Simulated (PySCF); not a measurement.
**AlOF2 (SMILES [O][Al]([F])[F]): UCAM-B3LYP/ccECP-cc-pVDZ (core potential)**

Aim: the vertical ionisation energy of AlOF2 at UCAM-B3LYP/ccECP-cc-pVDZ (core potential), from 2 runs. 

The results are computed with PySCF 2.14.0.

### Step 1. The molecule

The species is AlOF2 (4 atoms), meant as a doublet with charge 0. As SMILES, `[O][Al]([F])[F]`. The shape is that of a PBE0-D4/def2-TZVP optimisation.

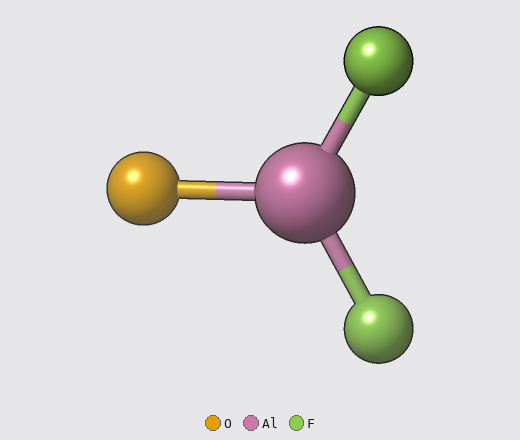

Viewed from a chosen angle; oxygen amber, aluminium pink, fluorine green.

### Step 2. A single-point energy at UCAM-B3LYP/ccECP-cc-pVDZ (core potential)

input.py reads:

```python
# [O][Al]([F])[F]
from pyscf import gto, dft

mol = gto.M(
    atom='''
O        0.682900      -0.910900       1.260000
Al      -0.000600       0.004300      -0.032400
F       -1.477200      -0.401600      -0.592500
F        0.850400       1.247900      -0.655300
''',
    ecp={'O': 'ccecp', 'Al': 'ccecp', 'F': 'ccecp'},
    charge=0,
    max_memory=1860,
    spin=1,
    verbose=3,
    basis='ccecp-cc-pvdz',
)

mf = dft.UKS(mol, xc='cam-b3lyp')
mf.grids.level = 4
mf.conv_tol = 1e-10
mf.kernel()
if not mf.converged:
    mf = mf.newton().run(mf.mo_coeff, mf.mo_occ)

energy = mf.e_tot
print('E = %.10f Eh' % energy)
```

Launch:

```
$ OMP_NUM_THREADS=1 python input.py
```

The log of the run:

```text
WARN: HOMO -0.467214149276774 >= LUMO -0.467214149276773

converged SCF energy = -66.7057127779692  <S^2> = 0.75281641  2S+1 = 2.0028144
E = -66.7057127780 Eh
```

Run time: 25 s. Hardware: 1 thread of Arm Neoverse V1, shared host; peak memory 0.28 GiB.

### Step 3. The singlet cation at the same level

job.py reads:

```python
from pyscf import gto, dft

mol = gto.M(
    atom='''
O        0.682900      -0.910900       1.260000
Al      -0.000600       0.004300      -0.032400
F       -1.477200      -0.401600      -0.592500
F        0.850400       1.247900      -0.655300
''',
    basis='ccecp-cc-pvdz',
    verbose=3,
    max_memory=1860,
    ecp={'O': 'ccecp', 'Al': 'ccecp', 'F': 'ccecp'},
    spin=0,
    charge=1,
)

ks = dft.RKS(mol)
ks.xc = 'cam-b3lyp'
ks.grids.level = 4
ks.conv_tol = 1e-10
ks.kernel()
if not ks.converged:
    ks = ks.newton().run(ks.mo_coeff, ks.mo_occ)

energy = ks.e_tot
print(f'total energy: {energy:.8f} hartree')
```

Launch:

```
$ OMP_NUM_THREADS=1 python job.py
```

The log of the run:

```text
converged SCF energy = -66.1405989692888
total energy: -66.14059897 hartree
```

It took 32 s on 1 thread of Arm Neoverse V1, shared host; peak memory 0.27 GiB.

### Step 4. Summary of results

Level: UCAM-B3LYP/ccECP-cc-pVDZ (core potential).

```
                                          quantity         value
                       doublet AlOF2: total energy  -66.70571 Eh
                      doublet AlOF2: dipole moment        0.11 D
 doublet AlOF2: HOMO energy (highest over α and β)     -11.52 eV
  doublet AlOF2: LUMO energy (lowest over α and β)      -3.85 eV
                               doublet AlOF2: ⟨S²⟩         0.753
                      singlet cation: total energy  -66.14060 Eh
                       singlet cation: HOMO energy     -20.82 eV
                       singlet cation: LUMO energy     -16.41 eV
                     singlet cation: HOMO–LUMO gap       4.41 eV
vertical ionisation energy (to the singlet cation)     15.378 eV
```

**Reading.** Removing an electron at fixed nuclei costs 15.38 eV (355 kcal/mol). Only the singlet of the ionised species was computed; a triplet could lie lower.
